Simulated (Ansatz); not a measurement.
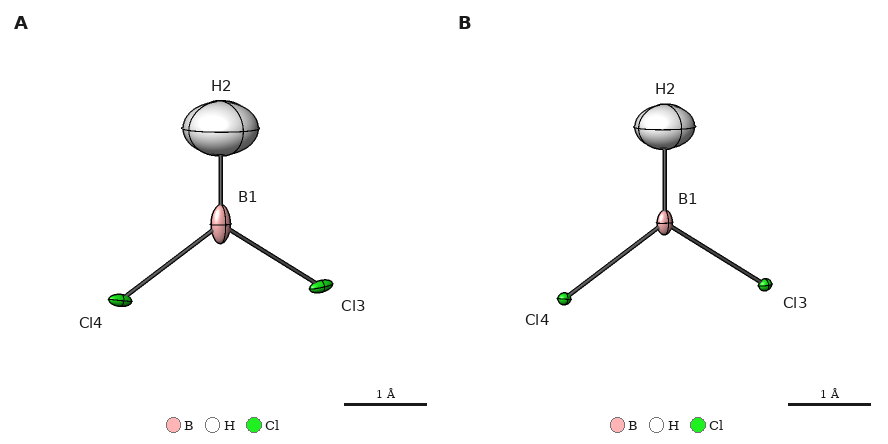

Displacement ellipsoids at the 50 % level, scaled by 2, from the internal vibrations of the free molecule (harmonic, no overall translation or rotation; no half-axis is drawn under 0.075 Å). Vibrations computed with RKS PBE0-D4/def2-TZVP (Ansatz 0.2.0). One panel is for 200 K, the other for 900 K.

Which panel is for 900 K?

Answer. A.

How much does the mean-square displacement of Cl4 grow, and why?

Answer. U_eq goes from 0.00034 to 0.0011 Å², a factor of 3.2. Modes below kT (626 cm⁻¹ at 900 K) grow about in proportion to T, and the lowest lies at 290 cm⁻¹; the mean-square amplitude of a mode is its zero-point value times coth(ħω/2kT), which comes close to 1 only above about 3kT.
